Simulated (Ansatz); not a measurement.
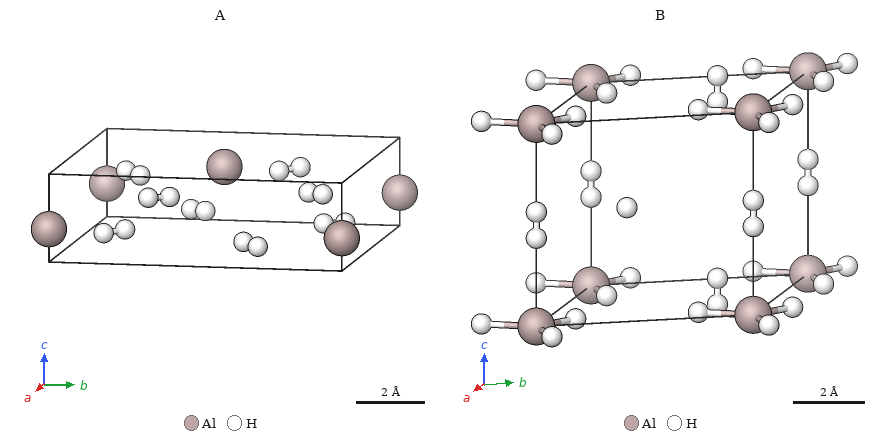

Two structures of AlH₈, each relaxed to rest (conventional cells in solid outline, small ones repeated, not to one scale). Method: DFT PBE, scalar-relativistic, plane waves, PAW (Ansatz), without spin polarisation.

### Give the type and space group of each.

A: 18 atoms a cell on a body-centred tetragonal lattice, I4. B: 9 atoms a cell on a primitive hexagonal lattice, P-6m2.

### A or B: which is lower in energy?

A is lower, by 313 meV/atom at this level of theory (energies at zero smearing). Volumes: A 11.3, B 22.7 Å³/atom.

One or both may be structure types tried for this composition rather than known phases.
